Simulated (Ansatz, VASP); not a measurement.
# GaPt2F in two plane-wave programs

One calculation is typed for both programs; each brings its own data sets and cutoff. How far apart do they land? The cell is invented: other elements were put on sites of a known structure type. It may not be a known or stable phase. The cell comes out of the VASP series on this material, whose earlier steps may have relaxed, scaled or displaced it; both programs get it as it stands.

Method: plane waves, with VASP 6.6.1 beside it; single point at PBE, in Ansatz 0.2.0.

### Step 1. Starting point

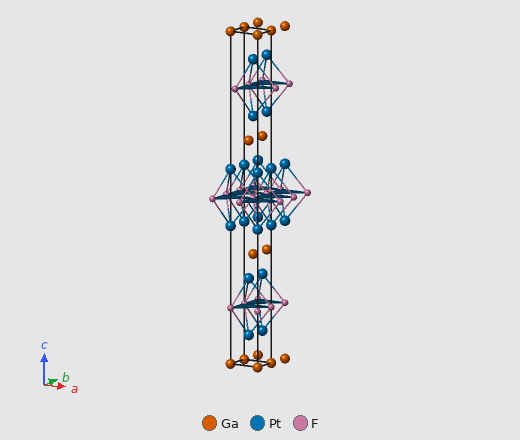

The starting structure, seen slightly off an axis (gallium orange, platinum blue, fluorine pink). 1×2×1 cells are drawn. This picture shows the conventional cell, with its axes. Bonds to atoms that aren't drawn are left out. Some periodic images of atoms are drawn too.

### Step 2. Ansatz: single point, PBE

Ansatz runs on its default PAW (the set named soft_2) files.

With cell and atoms fixed, the geometry can't cause a difference; cores, projectors, grids and the points listed under the comparison can.

File input.yaml:

```yaml
crystal:
  lattice:
    - [1.4516498437, 0.8381104294, 7.814527439]
    - [-1.4516498437, 0.8381104294, 7.814527439]
    - [0.0, -1.6762208587, 7.814527439]
  atoms:
    - { symbol: Ga, position: [0.0005163711, 0.0005163711, 0.0005163711] }
    - { symbol: Pt, position: [0.4148312019, 0.4148312019, 0.4148312019] }
    - { symbol: Pt, position: [0.5856004394, 0.5856004394, 0.5856004394] }
    - { symbol: F, position: [0.8323519975, 0.8323519975, 0.8323519975] }
hamiltonian:
  xc: pbe
  pseudopotentials: { kind: paw }
kpoints:
  mp_grid: { grid: [8, 8, 8] }
scf:
  occupations: { method: fermi_dirac, width: 0.05 }
  n_extra_bands: 5
output:
  forces: true
  stress: true
  eigenvalues: true
  write_density: true
  write_potential: true
  elf: true
  volumetric_format: npy
```

Command:

```console
ansatz run input.yaml --threads 2 --pin off --max-ram 4608MiB --backend cpu --events-out ev --progress --plain --runs-dir out
```

Numbers of over 12 decimals in the logs are rounded to 6 here.

What it wrote:

```text
basis.fft_grid_basis auto: the FFT boxes are laid along the combinations [[1, -1, 0], [0, 1, 0], [0, -1, 1]] of the cell's own vectors, 2.903, 7.992 and 2.903 Å long. The dense box has 20×54×20 points. Along the cell's own vectors, as sized, it would have 54×54×54, 7.29 times as many. Of the 6 symmetry operations that the crystal satisfies within crystal.symmetry.tolerance (time reversal apart; of a slab, those that  [...]
scf.n_extra_bands = 5 over 28 filled bands (N_el = 56.0): the run solves 33 bands
Engine: ansatz 0.2.0, aarch64-unknown-linux-gnu
Pseudopotentials: kind: paw
Pseudopotential: Ga, paw, valence charge 13, recommended cutoff 420 eV (normal), Ga.paw.azcp
Pseudopotential: Pt, paw, valence charge 18, recommended cutoff 420 eV (normal), Pt.paw.azcp
Pseudopotential: F, paw, valence charge 7, recommended cutoff 420 eV (normal), F.paw.azcp
Functional definition: PBE
  parameter kappa = 0.804
  parameter beta = 0.066725
  exchange = pbe_x(kappa = kappa, mu = beta*pi^2/3)
  correlation = pbe_c(beta = beta)
Crystal: 4 atoms, lattice volume = 57.045 Å³
Basis set: ecut = 420 eV, 1119 PW (Γ), FFT grids on a1−a2, a2, −a2+a3, exchange–correlation on 40×108×40 points (8 copies of the dense FFT grid, shifted against one another)
Bands: 33, of which v1, the nominal top of the filled ones, is band 28 counted from 1 (27 counted from 0)
Symmetry: 6 space group operations
Space group: R3m (ITA 160), of the structure as read, at distance tolerance 3.8e-5 Å
k-points: 65 of 512 (time reversal used)
Non-local potential: Ga, projectors of the file, l = 0: 2, l = 1: 2, l = 2: 3, l = 3: 1
Non-local potential: Pt, projectors of the file, l = 0: 3, l = 1: 2, l = 2: 2, l = 3: 1
Non-local potential: F, projectors of the file, l = 0: 2, l = 1: 2, l = 2: 1
PAW form: soft (Blöchl's): semilocal exchange-correlation on the pseudo side does not see the compensation charge
PAW one-centre angular grid: Ga, 590 points (default); XC on 64 Gauss nodes
PAW one-centre angular grid: Pt, 590 points (default); XC on 64 Gauss nodes
PAW one-centre angular grid: F, 110 points (default); XC on 64 Gauss nodes
Initial density: superposition of atomic densities (neutral atoms: chi_scale 0, normalization atom), corrected by the library's trained network
Initial wavefunctions: pseudopotential atomic-orbital guess
Functional: x = pbe(κ = 0.804, μ = 0.219515), c = pbe(β = 0.066725)
SCF iter   1: F=—  HF=-29636.815444 eV  |F-HF|=—  |Δ(HF+E_count)|=         —  Δρ=6.43e-3  dr2=2.62e-2  ethr=1.77e-3  ⟨swp⟩=6.3  Hψ=8117  notcnv=0
preconditioner: auto → LDOS  [metal: Δε(μ)=0.020 eV  Ē_g=11.686 eV  σ=0.050 eV  W_gap=0.10  n_scr=24 (ndim 8)  ℏωp=31.1 eV  f_vac=0.012  D(μ)=2.12/eV (n_scr^D=18)  β→1.0]
SCF iter   2: F=—  HF=-29636.814953 eV  |F-HF|=—  |Δ(HF+E_count)|=   4.90e-4  Δρ=2.42e-3  dr2=3.05e-3  ethr=4.67e-5  ⟨swp⟩=2.0  Hψ=4038  notcnv=0  defer=13
SCF iter   3: F=—  HF=-29636.814543 eV  |F-HF|=—  |Δ(HF+E_count)|=   4.10e-4  Δρ=1.14e-3  dr2=9.49e-4  ethr=5.44e-6  ⟨swp⟩=2.0  Hψ=3914  notcnv=0  defer=13
SCF iter   4: F=—  HF=-29636.814161 eV  |F-HF|=—  |Δ(HF+E_count)|=   3.82e-4  Δρ=3.16e-4  dr2=8.20e-5  ethr=1.69e-6  ⟨swp⟩=2.0  Hψ=3341  notcnv=0  defer=13
SCF iter   5: F=—  HF=-29636.814148 eV  |F-HF|=—  |Δ(HF+E_count)|=   1.37e-5  Δρ=7.82e-5  dr2=3.12e-6  ethr=1.46e-7  ⟨swp⟩=2.0  Hψ=2853  notcnv=0  defer=13
SCF iter   6: F=—  HF=-29636.814147 eV  |F-HF|=—  |Δ(HF+E_count)|=   2.89e-7  Δρ=2.06e-5  dr2=2.78e-7  ethr=5.56e-9  ⟨swp⟩=2.0  Hψ=3342  notcnv=0  defer=13
SCF iter   7: F=-29636.814147 eV  HF=-29636.814147 eV  |F-HF|=4.27e-8  |Δ(HF+E_count)|=   5.64e-9  Δρ=7.16e-6  dr2=5.52e-8  ethr=1.79e-10  ⟨swp⟩=10.4  Hψ=15508  notcnv=0
SCF 1 converged in 7 iterations: F = -29636.814147 eV  dr2 = 5.52e-8
  greatest PAW one-centre occupation: 1.000 electrons in one spin orbital (limit 2), on the Pt atom at site 2 (counted from 0), in its partial waves of l = 0
SCF converged after 7 iterations
Free energy (F): -29636.814147 eV
Harris-Foulkes:  -29636.814147 eV  (|F-HF|=4.27e-8)
Internal energy: -29636.798628 eV  (E = F + TS)
E sigma→0 (E₀):  -29636.806388 eV
Entropy (-TS):   -0.015519 eV (-3.880 meV/atom)
Fermi energy:    15.631396 eV
--- Per-component energies (eV) ---
  E_band       = -430.356437
  E_kinetic    = 1597.405301
  E_local      = -5880.488477  (includes V_loc(G=0)·N_el)
  E_nonlocal   = 901.531791
  E_hartree    = 2386.726566
  E_xc         = -671.250242
  E_vxc        = -764.422045  (∫ρ·V_xc dr)
  E_paw        = -21099.513190  (= ΣΔE_a)
  E_vpaw       = -1057.840724  (= ΣTr[D̂ρ^β])
  E_aug_tail   = 0.002348  (compensation charges beyond the density's cutoff)
  E_ewald      = -6871.212725
  E_smearing   = -0.015519  (= −TS)
  E_closure    = -0.000000  (closes the sum)
  Σ components = -29636.814147   (vs F -29636.814147, Δ=0.00e0)
--- Forces (eV/Å), atoms counted from 1 ---
  atom   1  Ga    -0.00000000    -0.00000000    -0.04952787
  atom   2  Pt     0.00000000     0.00000000     0.00476252
  atom   3  Pt     0.00000000     0.00000000     0.07459246
  atom   4  F      0.00000000    -0.00000000    -0.02998474
  max |Σ_I F_I| component: 1.58e-4 eV/Å
--- Stress (GPa, compression-positive) ---
        1.290688       0.000000      -0.000000
        0.000000       1.290688      -0.000000
       -0.000000      -0.000000      -0.243492
  P = ⅓ Tr σ = 0.7793 GPa (7.793 kbar)
--- Band table (eV; the first three rows and the last of 65) ---
  k-point 0: bands = [... 24 lower, 13.4623, 14.3286, 14.3286, 14.5208, 14.5208, 16.0133, 21.0143, 25.8147, ... 1 higher]
  k-point 1: bands = [... 24 lower, 13.4632, 13.9106, 14.1880, 14.5675, 14.6304, 16.8626, 21.3684, 24.9051, ... 1 higher]
  k-point 2: bands = [... 24 lower, 13.6869, 13.9684, 14.0609, 14.6496, 15.0048, 18.0553, 21.0131, 22.5902, ... 1 higher]
  k-point 64: bands = [... 24 lower, 13.4462, 14.2595, 14.2595, 14.5758, 14.5758, 18.1094, 18.6746, 27.6306, ... 1 higher]
```

Wall time 15 s (2 threads of Arm Neoverse N1, shared host); peak memory 0.43 GiB; 28 s of CPU time.

The column dr2 measures how far the density is from self-consistency, as an energy; F and HF (Harris–Foulkes) agree once it is small.

The run ends at a pressure of 0.78 GPa, with forces up to 0.075 eV/Å.

### Step 3. VASP: single point, PBE

The same cell, functional, mesh and smearing now go to VASP, with its own data sets and cutoff.

Lines of VASP's logs that name or quote its potential files are left out, and so is its time.

File INCAR:

```
SYSTEM = GaPt2F
PREC = Accurate
ENCUT = 520
EDIFF = 1E-06
NELM = 100
ISMEAR = -1
SIGMA = 0.05
LREAL = .FALSE.
ALGO = Normal
GGA = PE
NBANDS = 26
LORBIT = 11
LWAVE = .FALSE.
LCHARG = .TRUE.
ISIF = 2
LELF = .TRUE.
LVHAR = .TRUE.
```

File POSCAR:

```
GaPt2F
1.0
    1.4516498437      0.8381104294      7.8145274390
   -1.4516498437      0.8381104294      7.8145274390
    0.0000000000     -1.6762208587      7.8145274390
Ga Pt F
1 2 1
Direct
    0.0005163711      0.0005163711      0.0005163711
    0.4148312019      0.4148312019      0.4148312019
    0.5856004394      0.5856004394      0.5856004394
    0.8323519975      0.8323519975      0.8323519975
```

File KPOINTS:

```
Automatic mesh
0
Gamma
8 8 8
0 0 0
```

The projector-augmented-wave data sets are Ga_d, Pt and F (PBE family, release 64).

Command:

```console
mpirun -np 2 vasp_std
```

What it wrote:

```text
[banner, memory and clock lines left out]
running    2 mpi-ranks, on    1 nodes
 distrk:  each k-point on    2 cores,    1 groups
 distr:  one band on    1 cores,    2 groups

 POSCAR found type information on POSCAR GaPtF
 POSCAR found :  3 types and       4 ions
 LDA part: xc-table for (Slater+PW92), standard interpolation
 POSCAR, INCAR and KPOINTS ok, starting setup
 FFT: planning ... GRIDC
 FFT: planning ... GRID_SOFT
 FFT: planning ... GRID
 WAVECAR not read
 entering main loop
       N       E                     dE             d eps       ncg     rms          rms(c)
DAV:   1     0.341693664890E+03    0.34169E+03   -0.20656E+04  3806   0.229E+03
DAV:   2     0.123182741256E+02   -0.32938E+03   -0.31507E+03  3800   0.506E+02
DAV:   3    -0.205014866254E+02   -0.32820E+02   -0.32104E+02  3806   0.130E+02
DAV:   4    -0.214154634991E+02   -0.91398E+00   -0.90991E+00  3914   0.225E+01
DAV:   5    -0.214333411680E+02   -0.17878E-01   -0.17870E-01  4096   0.300E+00    0.139E+01
DAV:   6    -0.193705019320E+02    0.20628E+01   -0.10028E+01  3594   0.249E+01    0.837E+00
DAV:   7    -0.191539029503E+02    0.21660E+00   -0.15666E+00  3828   0.126E+01    0.422E+00
DAV:   8    -0.191156742561E+02    0.38229E-01   -0.43304E-01  4180   0.544E+00    0.165E+00
DAV:   9    -0.191019421986E+02    0.13732E-01   -0.26422E-01  3762   0.304E+00    0.961E-01
DAV:  10    -0.190972773576E+02    0.46648E-02   -0.22401E-02  4070   0.123E+00    0.315E-01
DAV:  11    -0.190965664739E+02    0.71088E-03   -0.61126E-03  4172   0.804E-01    0.117E-01
DAV:  12    -0.190963760402E+02    0.19043E-03   -0.89806E-04  3932   0.282E-01    0.293E-02
DAV:  13    -0.190963804294E+02   -0.43892E-05   -0.11502E-04  3674   0.750E-02    0.119E-02
DAV:  14    -0.190963823716E+02   -0.19421E-05   -0.22002E-05  3806   0.407E-02    0.118E-02
DAV:  15    -0.190963808769E+02    0.14946E-05   -0.34197E-06  3266   0.166E-02    0.502E-03
DAV:  16    -0.190963806137E+02    0.26327E-06   -0.38242E-06  3386   0.139E-02
   1 F= -.19096381E+02 E0= -.19088616E+02  d E =-.155298E-01
```

From OUTCAR (step 3):

```text
ion  position               nearest neighbor table
   1  0.001  0.001  0.001-   2 2.53   2 2.53   2 2.53   3 2.54   3 2.54   3 2.54
   2  0.415  0.415  0.415-   1 2.53   1 2.53   1 2.53   4 2.59   4 2.59   4 2.59
   3  0.586  0.586  0.586-   1 2.54   1 2.54   1 2.54   4 2.63   4 2.63   4 2.63
   4  0.832  0.832  0.832-   2 2.59   2 2.59   2 2.59   3 2.63   3 2.63   3 2.63

  LATTYP: Found a trigonal (rhomboedric) cell.
 ALAT       =     7.9922809920
 COS(alpha) =     0.9340200091

 Subroutine GETGRP returns: Found  6 space group operations
 (whereof  6 operations were pure point group operations)

The static configuration has the point symmetry C_3v.

 Found     65 irreducible k-points:

   k-points           NKPTS =     65   k-points in BZ     NKDIM =     65   number of bands    NBANDS=     26

   dimension x,y,z NGX =    60 NGY =   60 NGZ =   60
   dimension x,y,z NGXF=   120 NGYF=  120 NGZF=  120

   ENCUT  =  520.0 eV  38.22 Ry    6.18 a.u.  14.86 14.86 14.86*2*pi/ulx,y,z

   NELECT =      40.0000    total number of electrons

 k-points in reciprocal lattice and weights: Automatic mesh
   0.00000000  0.00000000  0.00000000       0.002
   0.12500000  0.00000000  0.00000000       0.012
   0.25000000  0.00000000  0.00000000       0.012
   0.37500000  0.00000000  0.00000000       0.012
   0.50000000  0.00000000  0.00000000       0.006
   0.12500000  0.12500000  0.00000000       0.012
   0.25000000  0.12500000  0.00000000       0.023
   0.37500000  0.12500000  0.00000000       0.023
   0.50000000  0.12500000  0.00000000       0.023
[...]
-0.37500000  0.50000000  0.37500000       0.012
   0.50000000  0.50000000  0.50000000       0.002

 average (electrostatic) potential at core
       1 -62.9945       2 -66.3466       3 -66.3350       4 -70.9647

 E-fermi :   7.3777

 k-point     1 :       0.0000    0.0000    0.0000
  band No.  band energies     occupation
    ...
     17       5.2316      2.00000
     18       6.0796      2.00000
     19       6.0796      2.00000
     20       6.2792      2.00000
     21       6.2792      2.00000
     22       7.7716      0.00076
     23      12.7781      0.00000
     24      17.5766      0.00000
     25      19.3605      0.00000
     26      19.3605      0.00000

 k-point     2 :       0.1250    0.0000    0.0000
  band No.  band energies     occupation
    ...
     17       5.2258      2.00000
     18       5.6671      2.00000
     19       5.9398      2.00000
     20       6.3261      2.00000
     21       6.3807      2.00000
     22       8.6208      0.00000
     23      13.1316      0.00000
     24      16.6544      0.00000
     25      17.9683      0.00000
     26      18.3354      0.00000

 k-point     3 :       0.2500    0.0000    0.0000
  band No.  band energies     occupation
    ...
     17       5.4391      2.00000
     18       5.7176      2.00000
     19       5.8122      2.00000
     20       6.4086      2.00000
     21       6.7544      1.99999
     22       9.8128      0.00000
     23      12.7579      0.00000
     24      14.3512      0.00000
     25      16.7508      0.00000
     26      18.8160      0.00000

  Total        0.4396685      0.4396685     -0.0940418     -0.0000000     -0.0000000      0.0000000
  in kB       12.3486325     12.3486325     -2.6412789     -0.0000000     -0.0000000      0.0000000
  external PRESSURE =       7.3519953 kB  Pullay stress =       0.0000000 kB

  energy-cutoff  :      520.00
  volume of cell :       57.04
      direct lattice vectors                 reciprocal lattice vectors
     1.451649844  0.838110429  7.814527439     0.344435679  0.198860032  0.042655597
    -1.451649844  0.838110429  7.814527439    -0.344435679  0.198860032  0.042655597
     0.000000000 -1.676220859  7.814527439     0.000000000 -0.397720064  0.042655597

 POSITION                                       TOTAL-FORCE (eV/Angst)
 -----------------------------------------------------------------------------------
      0.00000      0.00000      0.01211         0.000000     -0.000000     -0.052333
      0.00000      0.00000      9.72513         0.000000      0.000000      0.050106
      0.00000      0.00000     13.72857         0.000000      0.000000      0.031955
      0.00000      0.00000     19.51331         0.000000     -0.000000     -0.029728
 -----------------------------------------------------------------------------------
    total drift:                                0.000000     -0.000000      0.000492

  FREE ENERGIE OF THE ION-ELECTRON SYSTEM (eV)
  ---------------------------------------------------
  free  energy   TOTEN  =       -19.0963806137 eV

  energy  without entropy=      -19.0808508278  energy(sigma->0) =      -19.08861572

 total charge
# of ion       s       p       d       tot
------------------------------------------
    1        0.834   0.821  10.092  11.747
    2        0.585   0.432   8.128   9.145
    3        0.590   0.427   8.118   9.134
    4        1.752   4.251   0.000   6.003
--------------------------------------------------
tot          3.761   5.931  26.337  36.029

[... 3 further parts left out ...]
```

The run ends at a pressure of 0.74 GPa, with forces up to 0.052 eV/Å.

### Step 4. Comparison

Known differences besides the PAW data sets themselves: the data sets hold 56 valence electrons in Ansatz (default PAW (the set named soft_2) files) and 40 in VASP; the cutoff is 420 eV in Ansatz and 520 eV in VASP; VASP leaves aspherical gradient terms in its spheres out (LASPH is not set), Ansatz keeps them. Total energies have different zeros and are not compared.

Compared:

```tsv
quantity	Ansatz	VASP	difference
pressure (GPa)	0.78	0.74	+0.04
```

Forces (eV/Å; atoms numbered as in POSCAR):

```tsv
atom	Ansatz x, y, z	VASP x, y, z
Ga1	0.000, 0.000, -0.050	0.000, 0.000, -0.052
Pt2	0.000, 0.000, 0.005	0.000, 0.000, 0.050
Pt3	0.000, 0.000, 0.075	0.000, 0.000, 0.032
F4	0.000, 0.000, -0.030	0.000, 0.000, -0.030
```

The forces differ by 18 meV/Å r.m.s., which is 73.7 % of the r.m.s. force of 0.02 eV/Å (both taken over all components). Ansatz's pressure holds a Pulay correction of 0.28 GPa; VASP's holds none.

### Step 5. Looking for the cause

The difference is large enough to ask for its cause, so further runs change the set-up of one program at a time, as the table lists.

```tsv
run	r.m.s. force difference (meV/Å)
as above	18
Ansatz's larger PAW set (cutoff 1300 eV)	14
norm-conserving potentials (cutoff 1320 eV)	6.8
```

### Step 6. Results

| Item | Value |
| --- | --- |
| r.m.s. force difference (single point, PBE) | 18 meV/Å |

In words: The r.m.s. force difference is 18 meV/Å (single point, PBE), beyond the 12 meV/Å picked in this series as the mark of a large difference. For single point, PBE: with norm-conserving potentials (cutoff 1320 eV) the r.m.s. force difference shrinks in size, from 18 to 6.8 meV/Å. Differences of this kind measure data sets and numerical settings, not the functional's error against experiment.

[Lines on the potential files, build, host, timing and source positions are cut from VASP's logs without a mark.]

[Logs are printed without paths, hosts, clocks, repeated set-up lines and the standing remarks that a program may print on its own settings, such as how far it seeks lower states.]

[Hosts, paths, dates, database ids (printed as entryN), source tags and the programs' standing remarks are cut or masked in the printed files.]
